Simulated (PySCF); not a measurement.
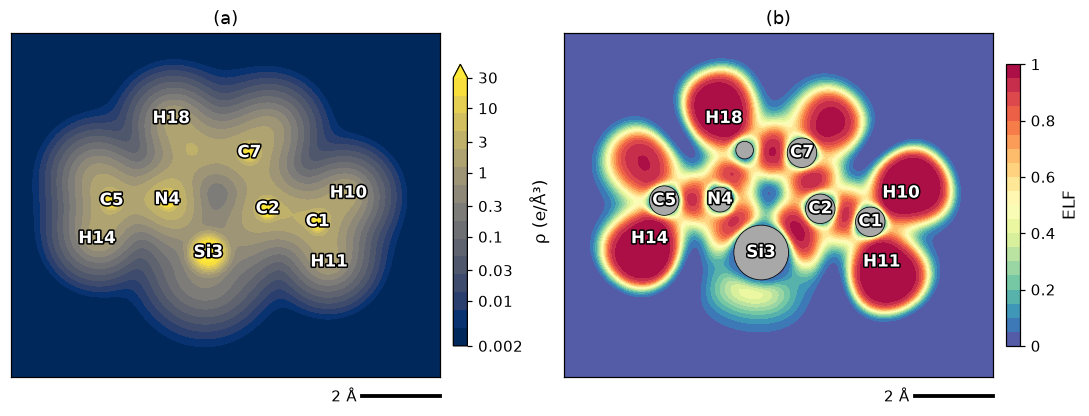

*C₆H₁₁NOSi (SMILES C=C1[SiH2]N(C)C[C@H]1C=O). (a) total electron density; (b) electron localisation function on the plane of atoms C2, Si3 and N4. Grey discs cover the atomic cores in the ELF map.*

Geometry: GFN2-xTB.

Method: PBE0/pcSseg-1, SCF density, gas phase, non-relativistic (PySCF).

```xyz
20

C    -1.8250    2.0700   -0.0373
C    -0.9112    1.1162   -0.0998
Si    0.9525    1.2547    0.1039
N     1.1581   -0.4060   -0.2766
C     2.4042   -1.0912   -0.4654
C     0.0020   -1.0485   -0.8587
C    -1.2551   -0.3363   -0.3507
C    -1.6485   -0.8475    1.0062
O    -2.7702   -1.0500    1.3785
H    -2.8790    1.8774   -0.1710
H    -1.5473    3.0924    0.1559
H     1.5131    2.2342   -0.8392
H     1.4457    1.5090    1.4596
H     3.1891   -0.5488    0.0551
H     2.6745   -1.1631   -1.5260
H     2.3464   -2.1064   -0.0606
H     0.0328   -1.0080   -1.9574
H    -0.0107   -2.1072   -0.5681
H    -2.0969   -0.4421   -1.0392
H    -0.7797   -0.9882    1.6782
```

**Interpret the plot.**

The section cuts through C, Si, N and H sites.
C–C (1.32 Å): the density is about 2.3 e/Å³ at the midpoint; the ELF peaks at about 0.90 between the atoms (a multiple bond).
C–N (1.43 Å): the density is about 2 e/Å³ at the midpoint; the ELF peaks at about 0.95 between the atoms: a shared electron pair.
Si–N (1.72 Å): ρ is about 1.1 e/Å³ halfway; the ELF peaks at about 0.90 between the atoms; a polar covalent bond.
C–Si (1.88 Å): ρ is about 0.95 e/Å³ halfway; the ELF peaks at about 0.95 between the atoms (a shared electron pair).
C–H (1.08 Å): ρ at the midpoint is about 2.1 e/Å³; the ELF climbs to about 1 towards the hydrogen, as it does in any bond to H (an ordinary covalent bond to hydrogen).
